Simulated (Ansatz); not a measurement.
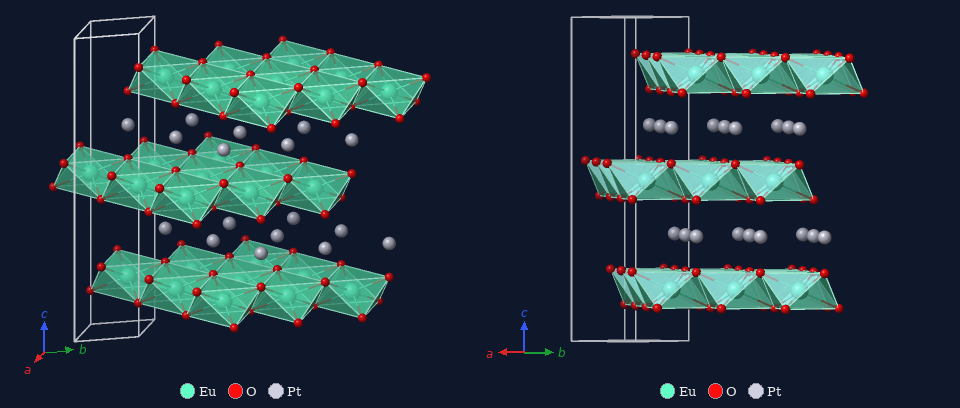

Polyhedra are drawn about Eu (bonds: Eu–O below 2.6 Å); other atoms are plain spheres. Two views of the same piece.

EuPtO₂ (space group R-3m, No. 166). Coordinates: the geometry relaxed with DFT PBEsol, scalar-relativistic, plane waves, PAW in Ansatz; the starting structure was generated, so it need not be a known form of this composition.

### What figure surrounds each Eu atom, and what does it share with the other drawn polyhedra?

Eu: EuO6 octahedron, sharing edges with six neighbours.

### How do these polyhedra hang together as a whole?

They form layers of edge-sharing octahedra parallel to (001). Their corner atoms also have Pt as close neighbours (those links are not drawn).
